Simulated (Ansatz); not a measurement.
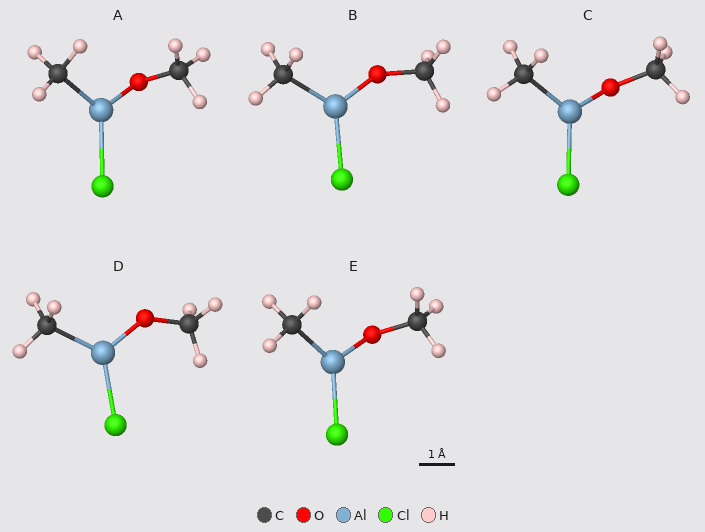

5 geometries from one relaxation of C2H6AlClO (coarse preliminary run), in shuffled order. A ball-and-stick model, seen at a tilt.

The start comes from a force field.

Method: Ansatz 0.2.0, RKS PBE-D4/def2-SVP. (force threshold 0.03 eV/Å; at most 200 steps)

> Put them in the order of the run, from the start to the converged end.

A, E, C, B, D. They are steps 0, 3, 5, 8, 14, at +20.1 kcal/mol, +5.53 kcal/mol, +4.21 kcal/mol, +1.19 kcal/mol relative to the last. The atom that moves furthest after the best rigid fit is an H atom (1.24 Å). Largest moves by element: H 1.24 Å, O 1.14 Å, Cl 0.56 Å, Al 0.54 Å, C 0.35 Å. Some distances before and after: Al–O 1.825 → 1.707 Å, Al–Cl 2.229 → 2.126 Å, Al–C 2.040 → 1.942 Å, C–H 1.035 → 1.108 Å. Among the angles between lasting bonds that change: C–O–Al 107.7° → 137.3°, H–C–H 100.7° → 107.8°, C–Al–Cl 116.7° → 123.1°. Groups turn about Al–O by about 90°, C–O by about 60°. The energy falls by 20.1 kcal/mol in 14 geometry steps. Largest force component: 4.7 eV/Å at the start, 0.023 eV/Å at the end. Cost: 31 s on 4 threads of Arm Neoverse N1, with other jobs on the host.
